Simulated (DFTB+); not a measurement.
**Frequency calculation, with input and output: C3H3NO (part 1 of 3)**

C3H3NO, SMILES C=C1OC1=N, computed with DFTB2, R-SCC (DFTB+ 25.1).

The geometry was optimised with DFTB2.

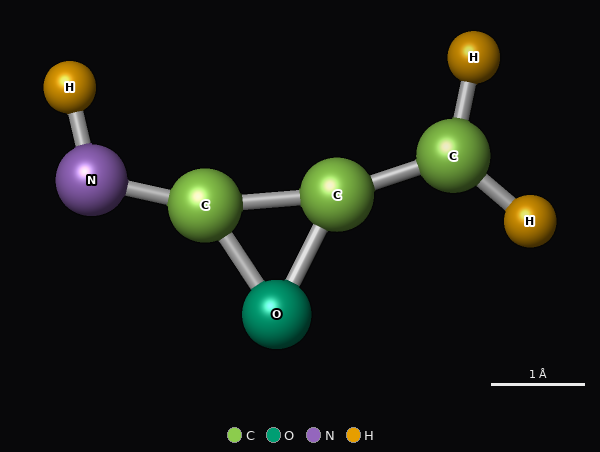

The structure (ball-and-stick view, seen on its broad side).

Input (dftb_in.hsd):
```
# DFTB2 harmonic vibrations
Geometry = GenFormat {
  <<< "mol.gen"
}
Driver = SecondDerivatives {
  Delta = 0.001
}
Hamiltonian = DFTB {
  SCC = Yes
  SlaterKosterFiles = Type2FileNames {
    Prefix = "slakos/"
    Separator = ""
    Suffix = ".spl"
    LowerCaseTypeName = Yes
  }
  MaxAngularMomentum {
    C = "p"
    O = "p"
    N = "p"
    H = "s"
  }
  Charge = 0
  SCCTolerance = 1e-09
  Filling = Fermi {
    Temperature [K] = 300
  }
}
Options {
  WriteResultsTag = Yes
}
ParserOptions {
  ParserVersion = 14
}
```

File mol.gen:
```
8 C
C O N H
   1  1      0.220134      1.613590      0.014830
   2  1      0.276855      0.282932      0.037910
   3  2      1.334459     -0.705825      0.206138
   4  1     -0.001560     -1.124292      0.012217
   5  3     -0.597677     -2.231254     -0.063958
   6  4     -0.734888      2.124558     -0.132805
   7  4      1.122329      2.217677      0.142323
   8  4     -1.620737     -2.176979     -0.216618
```

File modes_in.hsd:
```
Geometry = GenFormat {
  <<< "mol.gen"
}
Hessian = {
  <<< "hessian.out"
}
RemoveTranslation = Yes
RemoveRotation = Yes
InputVersion = 3
```

Run on 1 thread of AMD EPYC (Zen 3), 24 GiB of memory available, shared host.

Launch command:
```bash
dftb+ > dftb.out && modes > modes.log
```

The program's output:
```
|  DFTB+ development version (commit: a23bfb2)

Reading input file 'dftb_in.hsd'
Parser version: 14

--------------------------------------------------------------------------------
Reading SK-files:
./slakos/cc.spl
./slakos/co.spl
./slakos/cn.spl
./slakos/ch.spl
./slakos/oo.spl
./slakos/on.spl
./slakos/oh.spl
./slakos/nn.spl
./slakos/nh.spl
./slakos/hh.spl
Done.

Processed input in HSD format written to 'dftb_pin.hsd'

Starting initialization...
--------------------------------------------------------------------------------
OpenMP threads:              1
Chosen random seed:          672288499
Current stacksize:           unlimited
Mode:                        2nd derivatives calculation
Mode:                        Calculated for atoms:
           1           2           3           4           5           6           7           8
Self consistent charges:     Yes
SCC-tolerance:                 0.100000E-08
Max. scc iterations:                    100
Shell resolved Hubbard:      No
Spin polarisation:           No
Nr. of up electrons:            13.000000
Nr. of down electrons:          13.000000
Periodic boundaries:         No
Electronic solver:           Relatively robust
Mixer:                       Broyden mixer
Mixing parameter:                  0.200000
Nr. of chrg. vec. in memory:            100
Max. SCC-cycles:                        100
Electronic temperature:              0.950045E-03 H      0.258520E-01 eV
Initial charges:             Set automatically (system chrg:   0.000E+00)
Included shells:             C:  s, p
                             O:  s, p
                             N:  s, p
                             H:  s
Extra options:
                             Mulliken analysis
Force type                   original

--------------------------------------------------------------------------------

***  Geometry step: 0

 iSCC Total electronic   Diff electronic      SCC error
    1   -0.12276825E+02    0.00000000E+00    0.65398954E+00
    2   -0.12293803E+02   -0.12276825E+02    0.41851334E+00
    3   -0.12303524E+02   -0.16977950E-01    0.77684040E-01
    4   -0.12303798E+02   -0.97208321E-02    0.38303036E-01
    5   -0.12303950E+02   -0.27465374E-03    0.10105688E-01
    6   -0.12303968E+02   -0.15178816E-03    0.36894642E-02
    7   -0.12303969E+02   -0.17512517E-04    0.44205305E-03
    8   -0.12303969E+02   -0.14364900E-05    0.36869322E-03
    9   -0.12303969E+02   -0.74681967E-08    0.15761278E-04
   10   -0.12303969E+02   -0.14621250E-07    0.24301432E-04
   11   -0.12303969E+02   -0.10755841E-10    0.59368849E-07
   12   -0.12303969E+02   -0.57690741E-10    0.74909783E-07
   13   -0.12303969E+02    0.00000000E+00    0.52619242E-10

Total Energy:                      -11.8417631785 H         -322.2308 eV
Extrapolated to 0K:                -11.8417631785 H         -322.2308 eV
Total Mermin free energy:          -11.8417631785 H         -322.2308 eV
Force related energy:              -11.8417631785 H         -322.2308 eV

--------------------------------------------------------------------------------

***  Geometry step: 1

 iSCC Total electronic   Diff electronic      SCC error
    1   -0.12303985E+02    0.00000000E+00    0.39866408E-03
    2   -0.12303985E+02   -0.15568131E-04    0.28845307E-03
    3   -0.12303985E+02   -0.46187107E-08    0.29241385E-04
    4   -0.12303985E+02   -0.41972843E-08    0.61672451E-05
    5   -0.12303985E+02   -0.13416113E-09    0.87376001E-06
    6   -0.12303985E+02   -0.14797052E-11    0.15788014E-06
    7   -0.12303985E+02   -0.10835777E-12    0.10120416E-06
    8   -0.12303985E+02   -0.35527137E-14    0.14874107E-07
    9   -0.12303985E+02   -0.17763568E-14    0.72629813E-09

Total Energy:                      -11.8417631759 H         -322.2308 eV
Extrapolated to 0K:                -11.8417631759 H         -322.2308 eV
Total Mermin free energy:          -11.8417631759 H         -322.2308 eV
Force related energy:              -11.8417631759 H         -322.2308 eV

--------------------------------------------------------------------------------

***  Geometry step: 2

 iSCC Total electronic   Diff electronic      SCC error
    1   -0.12304172E+02    0.00000000E+00    0.27505113E-03
    2   -0.12304172E+02   -0.18725564E-03    0.19571212E-03
    3   -0.12304172E+02   -0.36887009E-08    0.39135540E-04
    4   -0.12304172E+02   -0.22521522E-08    0.11248498E-04
    5   -0.12304172E+02   -0.12790302E-09    0.21866605E-05
    6   -0.12304172E+02   -0.70450312E-11    0.22777819E-06
    7   -0.12304172E+02   -0.28776981E-12    0.90499130E-07
    8   -0.12304172E+02   -0.53290705E-14    0.46498155E-07
    9   -0.12304172E+02   -0.35527137E-14    0.17067283E-08
   10   -0.12304172E+02    0.00000000E+00    0.75939255E-13

Total Energy:                      -11.8417630018 H         -322.2308 eV
Extrapolated to 0K:                -11.8417630018 H         -322.2308 eV
Total Mermin free energy:          -11.8417630018 H         -322.2308 eV
Force related energy:              -11.8417630018 H         -322.2308 eV

--------------------------------------------------------------------------------

***  Geometry step: 3

 iSCC Total electronic   Diff electronic      SCC error
    1   -0.12303782E+02    0.00000000E+00    0.42012262E-03
    2   -0.12303782E+02    0.38980589E-03    0.25708690E-03
    3   -0.12303782E+02   -0.11923820E-07    0.56885959E-04
    4   -0.12303782E+02   -0.50164566E-08    0.32874967E-04
    5   -0.12303782E+02   -0.26233415E-09    0.49075849E-05
    6   -0.12303782E+02   -0.28311575E-10    0.40784668E-06
    7   -0.12303782E+02   -0.10231815E-11    0.12288568E-06
    8   -0.12303782E+02   -0.35527137E-13    0.65340590E-07
    9   -0.12303782E+02   -0.71054274E-14    0.80424445E-10

Total Energy:                      -11.8417630059 H         -322.2308 eV
Extrapolated to 0K:                -11.8417630059 H         -322.2308 eV
Total Mermin free energy:          -11.8417630059 H         -322.2308 eV
Force related energy:              -11.8417630059 H         -322.2308 eV

--------------------------------------------------------------------------------

***  Geometry step: 4

 iSCC Total electronic   Diff electronic      SCC error
    1   -0.12303974E+02    0.00000000E+00    0.21255262E-03
    2   -0.12303974E+02   -0.19139031E-03    0.13027690E-03
    3   -0.12303974E+02   -0.28717970E-08    0.27079937E-04
    4   -0.12303974E+02   -0.12487540E-08    0.15486163E-04
    5   -0.12303974E+02   -0.63343109E-10    0.23613950E-05
    6   -0.12303974E+02   -0.67643668E-11    0.20417739E-06
    7   -0.12303974E+02   -0.25401903E-12    0.48488562E-07
    8   -0.12303974E+02   -0.53290705E-14    0.28506965E-07
    9   -0.12303974E+02   -0.17763568E-14    0.67812855E-09

Total Energy:                      -11.8417634403 H         -322.2308 eV
Extrapolated to 0K:                -11.8417634403 H         -322.2308 eV
Total Mermin free energy:          -11.8417634403 H         -322.2308 eV
Force related energy:              -11.8417634403 H         -322.2308 eV

--------------------------------------------------------------------------------

***  Geometry step: 5

 iSCC Total electronic   Diff electronic      SCC error
    1   -0.12303980E+02    0.00000000E+00    0.61416856E-04
    2   -0.12303980E+02   -0.66035819E-05    0.44445844E-04
    3   -0.12303980E+02   -0.10647661E-09    0.41831852E-05
    4   -0.12303980E+02   -0.92756025E-10    0.10963984E-05
    5   -0.12303980E+02   -0.37641001E-11    0.12688656E-06
    6   -0.12303980E+02   -0.33750780E-13    0.19911083E-07
    7   -0.12303980E+02   -0.35527137E-14    0.14187149E-08
    8   -0.12303980E+02   -0.17763568E-14    0.67289774E-09

Total Energy:                      -11.8417634397 H         -322.2308 eV
Extrapolated to 0K:                -11.8417634397 H         -322.2308 eV
Total Mermin free energy:          -11.8417634397 H         -322.2308 eV
Force related energy:              -11.8417634397 H         -322.2308 eV

--------------------------------------------------------------------------------

***  Geometry step: 6

 iSCC Total electronic   Diff electronic      SCC error
    1   -0.12303937E+02    0.00000000E+00    0.42007898E-03
    2   -0.12303937E+02    0.42833462E-04    0.19464910E-03
    3   -0.12303937E+02   -0.21196394E-07    0.76114334E-04
    4   -0.12303937E+02   -0.44447503E-08    0.54218757E-05
    5   -0.12303937E+02   -0.21208457E-09    0.87382224E-06
    6   -0.12303937E+02   -0.79811713E-11    0.10817515E-06
    7   -0.12303937E+02   -0.33750780E-13    0.14942958E-07
    8   -0.12303937E+02    0.00000000E+00    0.51476156E-08
    9   -0.12303937E+02    0.00000000E+00    0.44763637E-10

Total Energy:                      -11.8417633765 H         -322.2308 eV
Extrapolated to 0K:                -11.8417633765 H         -322.2308 eV
Total Mermin free energy:          -11.8417633765 H         -322.2308 eV
Force related energy:              -11.8417633765 H         -322.2308 eV

--------------------------------------------------------------------------------

***  Geometry step: 7

 iSCC Total electronic   Diff electronic      SCC error
    1   -0.12304016E+02    0.00000000E+00    0.85797199E-03
    2   -0.12304016E+02   -0.78962465E-04    0.40098274E-03
    3   -0.12304016E+02   -0.87132495E-07    0.15729768E-03
    4   -0.12304016E+02   -0.18290011E-07    0.11376577E-04
    5   -0.12304016E+02   -0.95139008E-09    0.29363394E-05
    6   -0.12304016E+02   -0.36397552E-10    0.56881087E-06
    7   -0.12304016E+02   -0.33217873E-12    0.51756058E-07
    8   -0.12304016E+02   -0.14210855E-13    0.20630744E-07
    9   -0.12304016E+02   -0.17763568E-14    0.38439474E-10

Total Energy:                      -11.8417633579 H         -322.2308 eV
Extrapolated to 0K:                -11.8417633579 H         -322.2308 eV
Total Mermin free energy:          -11.8417633579 H         -322.2308 eV
Force related energy:              -11.8417633579 H         -322.2308 eV

--------------------------------------------------------------------------------

***  Geometry step: 8

 iSCC Total electronic   Diff electronic      SCC error
    1   -0.12303903E+02    0.00000000E+00    0.37434470E-03
    2   -0.12303903E+02    0.11346396E-03    0.24147057E-03
    3   -0.12303903E+02   -0.23383020E-08    0.29826952E-04
    4   -0.12303903E+02   -0.14329107E-08    0.34492715E-05
    5   -0.12303903E+02   -0.34004799E-10    0.97479478E-06
    6   -0.12303903E+02   -0.18598456E-11    0.11719228E-06
    7   -0.12303903E+02   -0.65725203E-13    0.46362163E-07
    8   -0.12303903E+02   -0.35527137E-14    0.15254067E-07
    9   -0.12303903E+02    0.17763568E-14    0.45252058E-09

Total Energy:                      -11.8417628474 H         -322.2308 eV
Extrapolated to 0K:                -11.8417628474 H         -322.2308 eV
Total Mermin free energy:          -11.8417628474 H         -322.2308 eV
Force related energy:              -11.8417628474 H         -322.2308 eV

--------------------------------------------------------------------------------

***  Geometry step: 9

 iSCC Total electronic   Diff electronic      SCC error
    1   -0.12304051E+02    0.00000000E+00    0.98223387E-03
    2   -0.12304051E+02   -0.14830957E-03    0.46914851E-03
    3   -0.12304051E+02   -0.93404610E-07    0.58616108E-04
    4   -0.12304051E+02   -0.18293102E-07    0.73023576E-05
    5   -0.12304051E+02   -0.39305625E-09    0.16955621E-05
    6   -0.12304051E+02   -0.67661432E-11    0.26576630E-06
    7   -0.12304051E+02   -0.27711167E-12    0.95720323E-07
    8   -0.12304051E+02   -0.53290705E-14    0.47378191E-08
    9   -0.12304051E+02    0.00000000E+00    0.21272140E-09

Total Energy:                      -11.8417628394 H         -322.2308 eV
Extrapolated to 0K:                -11.8417628394 H         -322.2308 eV
Total Mermin free energy:          -11.8417628394 H         -322.2308 eV
Force related energy:              -11.8417628394 H         -322.2308 eV

--------------------------------------------------------------------------------

***  Geometry step: 10

 iSCC Total electronic   Diff electronic      SCC error
    1   -0.12303972E+02    0.00000000E+00    0.42204166E-03
    2   -0.12303972E+02    0.79638933E-04    0.20197477E-03
    3   -0.12303972E+02   -0.17057207E-07    0.29790633E-04
    4   -0.12303972E+02   -0.34073100E-08    0.42087434E-05
    5   -0.12303972E+02   -0.84897422E-10    0.80399432E-06
    6   -0.12303972E+02   -0.14672707E-11    0.91092188E-07
    7   -0.12303972E+02   -0.63948846E-13    0.60983938E-07
    8   -0.12303972E+02   -0.35527137E-14    0.41992845E-08
    9   -0.12303972E+02    0.35527137E-14    0.80141005E-10

Total Energy:                      -11.8417634431 H         -322.2308 eV
Extrapolated to 0K:                -11.8417634431 H         -322.2308 eV
Total Mermin free energy:          -11.8417634431 H         -322.2308 eV
Force related energy:              -11.8417634431 H         -322.2308 eV

--------------------------------------------------------------------------------

***  Geometry step: 11

 iSCC Total electronic   Diff electronic      SCC error
    1   -0.12303982E+02    0.00000000E+00    0.13855476E-03
    2   -0.12303982E+02   -0.10184587E-04    0.64878506E-04
    3   -0.12303982E+02   -0.22206841E-08    0.23750665E-04
    4   -0.12303982E+02   -0.45891468E-09    0.17420513E-05
    5   -0.12303982E+02   -0.21808333E-10    0.44740932E-06
    6   -0.12303982E+02   -0.87574392E-12    0.10218210E-07
    7   -0.12303982E+02   -0.10658141E-13    0.87421123E-08
    8   -0.12303982E+02    0.00000000E+00    0.14045152E-08
    9   -0.12303982E+02    0.17763568E-14    0.16128987E-10

Total Energy:                      -11.8417634472 H         -322.2308 eV
Extrapolated to 0K:                -11.8417634472 H         -322.2308 eV
Total Mermin free energy:          -11.8417634472 H         -322.2308 eV
Force related energy:              -11.8417634472 H         -322.2308 eV

--------------------------------------------------------------------------------

***  Geometry step: 12

 iSCC Total electronic   Diff electronic      SCC error
    1   -0.12304191E+02    0.00000000E+00    0.67064741E-03
    2   -0.12304191E+02   -0.20853088E-03    0.26041080E-03
    3   -0.12304191E+02   -0.72249408E-07    0.44494472E-04
    4   -0.12304191E+02   -0.12123737E-07    0.33070050E-05
    5   -0.12304191E+02   -0.50933480E-10    0.81174706E-06
    6   -0.12304191E+02   -0.16164847E-11    0.26983170E-06
    7   -0.12304191E+02   -0.47961635E-13    0.67803341E-07
    8   -0.12304191E+02   -0.88817842E-14    0.13015554E-08
    9   -0.12304191E+02    0.17763568E-14    0.88967167E-10

Total Energy:                      -11.8417632891 H         -322.2308 eV
Extrapolated to 0K:                -11.8417632891 H         -322.2308 eV
Total Mermin free energy:          -11.8417632891 H         -322.2308 eV
Force related energy:              -11.8417632891 H         -322.2308 eV
```
